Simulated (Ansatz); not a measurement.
Ti: response to strain

The parent structure is Ti in the hcp (Mg type) structure (space group P6_3/mmc, No. 194; a = 2.902 Å, c = 4.593 Å; relaxed with 0.1 eV smearing).

Strains are applied to the cell and any free atomic positions relax.

Computed with plane-wave PAW DFT at the PBEsol level (Ansatz, a program for electronic structure, 420 eV), no spin-orbit coupling.

Notes on the quantities. energy relative to the base: free energy F.

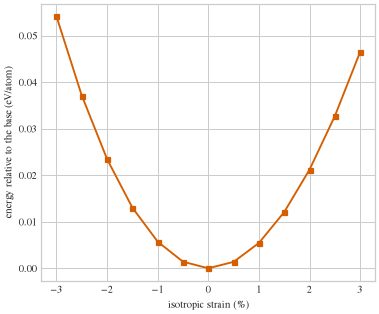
Figure. Energy relative to the base against isotropic strain

Task: From the plot, what is the energy relative to the base for isotropic strain −0.50 %?

Result: About 0.001 eV/atom.

Task: Is the trend monotonic over the range shown?

Result: No, it turns within the range, spanning 0 meV/atom to +54 meV/atom.

Whether these cells are dynamically stable was not tested. The final runs are not spin-polarised.
